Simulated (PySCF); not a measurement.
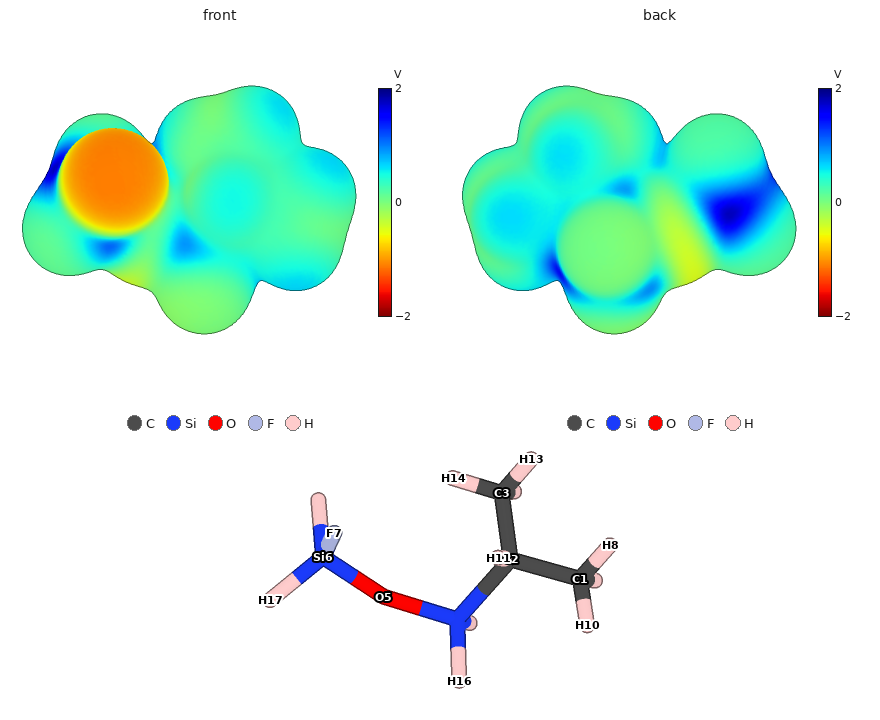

The picture shows: C3H11FOSi2. The molecular electrostatic potential painted on the density surface at 0.002 e/bohr³, seen from the front and from behind; the colour scale runs from red (negative) to blue (positive). The bare structure is drawn below in the same view.

Geometry: GFN2-xTB.

Theory: PBE0/pcSseg-1, SCF density, gas phase, non-relativistic (PySCF).

```yaml
atoms:
  - { symbol: C, position_ang: [-2.3540, -0.5223, -0.3780] }
  - { symbol: C, position_ang: [-0.9776, 0.1013, -0.1541] }
  - { symbol: C, position_ang: [-0.8701, 0.6457, 1.2708] }
  - { symbol: Si, position_ang: [0.4157, -1.1400, -0.5440] }
  - { symbol: O, position_ang: [1.8715, -0.4626, -0.2643] }
  - { symbol: Si, position_ang: [2.9647, 0.6682, 0.0501] }
  - { symbol: F, position_ang: [2.4350, 2.0542, -0.5652] }
  - { symbol: H, position_ang: [-3.1438, 0.2037, -0.1880] }
  - { symbol: H, position_ang: [-2.5031, -1.3681, 0.2902] }
  - { symbol: H, position_ang: [-2.4564, -0.8784, -1.4005] }
  - { symbol: H, position_ang: [-0.8840, 0.9544, -0.8369] }
  - { symbol: H, position_ang: [-0.9717, -0.1575, 1.9988] }
  - { symbol: H, position_ang: [-1.6533, 1.3790, 1.4620] }
  - { symbol: H, position_ang: [0.0928, 1.1293, 1.4232] }
  - { symbol: H, position_ang: [0.3889, -2.2941, 0.3550] }
  - { symbol: H, position_ang: [0.4271, -1.5133, -1.9578] }
  - { symbol: H, position_ang: [4.1666, 0.3223, -0.6805] }
  - { symbol: H, position_ang: [3.0431, 0.8844, 1.4830] }
```

> Where is the surface potential most negative and most positive?

The most negative region (about −1.1 V) lies over F7, the most positive (about +1.7 V) over Si6.
